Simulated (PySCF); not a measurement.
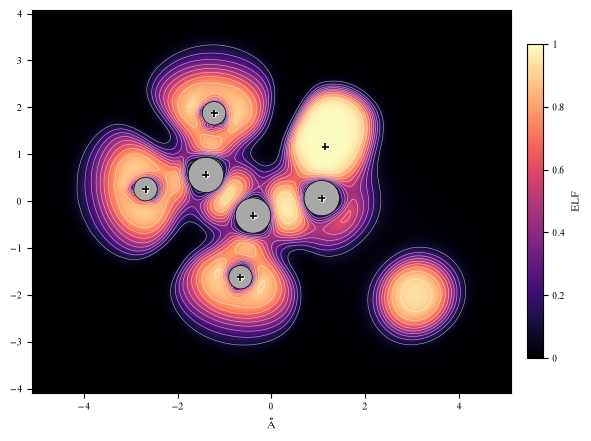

The electron localisation function on a plane through atoms (crosses mark nuclei in the plane; grey discs cover the cores).

These are results of PySCF, PBE0/def2-SVPD, SCF density, gas phase, not measurements.

Candidates:
A. C₇H₁₁N (SMILES C=CCC(=C)/C=N/C)
B. C₆H₄F₃N
C. C₃H₉BSe (SMILES CB(C)C[SeH])

Question: Which system is this?

Answer: Candidate B: C₆H₄F₃N on the plane of atoms C3, C6 and C8, which holds C, F and H. C–F (1.32 Å): the ELF peaks at about 0.85 between the atoms; a shared but strongly polarised pair.
